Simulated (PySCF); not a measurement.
# doublet [NH4]2+ at 6 levels

Aim: a comparison of 6 runs (U-wB97M-V/def2-TZVPP, U-wB97X/def2-TZVPP, UBHLYP/def2-TZVPP, UBLYP/def2-TZVPP, UCAM-B3LYP/def2-TZVPP, UM06-2X/def2-TZVPP) of doublet [NH4]2+. Input form: a Python script.

The calculation is run with PySCF 2.14.0.

1 further run of the same task is left out (set aside as unsound or not needed).

## (1) Starting point

The species is [NH4]2+ (5 atoms), meant as a doublet with charge +2. As SMILES of the parent species, `[NH4+]`. Geometry: relaxed at PBE0-D4/def2-TZVP. That shape belongs to the parent species and isn't relaxed for this state.

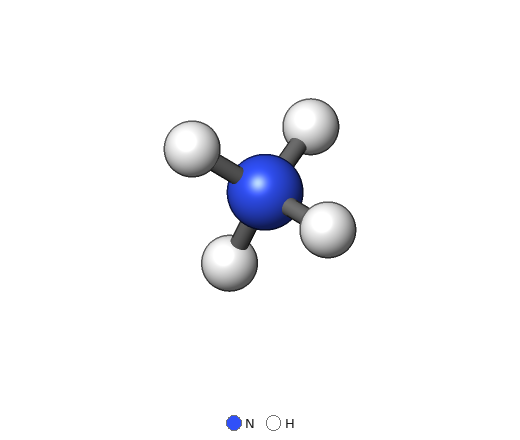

Viewed from a chosen angle; nitrogen blue, hydrogen white.

## (2) A single-point energy at U-wB97M-V/def2-TZVPP (run 1)

job.py

```python
from pyscf import gto, dft

mol = gto.Mole()
mol.atom = [
    ('N', (0.000010, 0.000010, -0.000000)),
    ('H', (0.453330, -0.447860, 0.801010)),
    ('H', (-0.972430, 0.216180, 0.235210)),
    ('H', (0.023940, -0.633460, -0.803650)),
    ('H', (0.495160, 0.865130, -0.232580)),
]
mol.max_memory = 1860
mol.spin = 1
mol.basis = 'def2-tzvpp'
mol.charge = 2
mol.verbose = 3
mol.build()

myscf = dft.UKS(mol)
myscf.xc = 'wb97m-v'
myscf.nlcgrids.level = 1
myscf.conv_tol = 1e-10
myscf.grids.level = 5
myscf.kernel()
if not myscf.converged:
    myscf = myscf.newton().run(myscf.mo_coeff, myscf.mo_occ)

energy = myscf.e_tot
print('Final energy', energy)
```

Launch:

```console
OMP_NUM_THREADS=1 python job.py
```

The program printed:

```text
converged SCF energy = -55.9099775426198  <S^2> = 0.75195406  2S+1 = 2.0019531
Final energy -55.909977542619814
```

It took 1.7 min on 1 thread of Arm Neoverse V2, shared host; peak memory 0.48 GiB.

## (3) The energy at U-wB97X/def2-TZVPP (run 2)

calc.py

```python
from pyscf import gto, dft

mol = gto.M(
    atom=[
    ('N', (0.000010, 0.000010, -0.000000)),
    ('H', (0.453330, -0.447860, 0.801010)),
    ('H', (-0.972430, 0.216180, 0.235210)),
    ('H', (0.023940, -0.633460, -0.803650)),
    ('H', (0.495160, 0.865130, -0.232580)),
],
    spin=1,
    charge=2,
    max_memory=1860,
    verbose=3,
    basis='def2-tzvpp',
)

calc0 = dft.UKS(mol)
calc0.xc = 'wb97x'
calc0.grids.level = 5
calc0.conv_tol = 1e-10
calc0.kernel()
if not calc0.converged:
    calc0 = calc0.newton().run(calc0.mo_coeff, calc0.mo_occ)

energy = calc0.e_tot
print('E(%s) = %.9f' % ('WB97X', energy))
```

Launch:

```console
OMP_NUM_THREADS=1 python calc.py
```

The program printed:

```text
WARN: HOMO -0.577984780011434 >= LUMO -0.577984780011433

converged SCF energy = -55.931170601196  <S^2> = 0.75267752  2S+1 = 2.0026757
E(WB97X) = -55.931170601
```

Wall time 29 s (1 thread of Arm Neoverse V2, shared host); peak memory 0.42 GiB.

Runs 3 to 5 aren't shown in full; the table further down has their settings and results.

## (4) A single-point energy at UM06-2X/def2-TZVPP (run 6)

run.py

```python
from pyscf import gto, dft

mol = gto.M(
    atom='''
N      0.000019     0.000019     0.000000
H      0.856670    -0.846333     1.513690
H     -1.837626     0.408521     0.444482
H      0.045240    -1.197066    -1.518678
H      0.935717     1.634859    -0.439513
''',
    spin=1,
    basis='def2-tzvpp',
    charge=2,
    verbose=3,
    unit='bohr',
    max_memory=1860,
)

myscf = dft.UKS(mol)
myscf.xc = 'm06-2x'
myscf.grids.level = 5
myscf.conv_tol = 1e-10
myscf.kernel()
if not myscf.converged:
    myscf = myscf.newton().run(myscf.mo_coeff, myscf.mo_occ)

energy = myscf.e_tot
print('E(%s) = %.9f' % ('M06-2X', energy))
```

Launch:

```console
OMP_NUM_THREADS=1 python run.py
```

The program printed:

```text
converged SCF energy = -55.9089289348911  <S^2> = 0.75223495  2S+1 = 2.0022337
E(M06-2X) = -55.908928935
```

Run time: 71 s. Hardware: 1 thread of Arm Neoverse V2, shared host; peak memory 0.48 GiB.

## (5) The series

| run | level | nlc grid | energy (Eh) | HOMO energy (eV) | LUMO energy (eV) | ⟨S²⟩ | wall time |
| --- | --- | --- | --- | --- | --- | --- | --- |
| 1 | U-wB97M-V/def2-TZVPP | 1 | -55.909978 | -36.40 | -27.87 | 0.752 | 1.7 min |
| 2 | U-wB97X/def2-TZVPP | – | -55.931171 | -36.59 | -27.68 | 0.753 | 29 s |
| 3 | UBHLYP/def2-TZVPP | – | -55.916622 | -35.76 | -28.45 | 0.754 | 36 s |
| 4 | UBLYP/def2-TZVPP | – | -55.929427 | -32.32 | -31.75 | 0.751 | 14 s |
| 5 | UCAM-B3LYP/def2-TZVPP | – | -55.916578 | -35.52 | -28.87 | 0.753 | 40 s |
| 6 | UM06-2X/def2-TZVPP | – | -55.908929 | -35.61 | -28.76 | 0.752 | 71 s |

## (6) Outcome

| quantity | value |
| --- | --- |
| run 6: total energy | -55.90893 Eh |
| run 6: HOMO energy (highest over α and β) | -35.61 eV |
| run 6: LUMO energy (lowest over α and β) | -28.76 eV |
| run 6: ⟨S²⟩ | 0.752 |

What this shows: Totals of different functionals can't be ranked against each other. All runs together took 4.9 min, the longest 1.7 min.
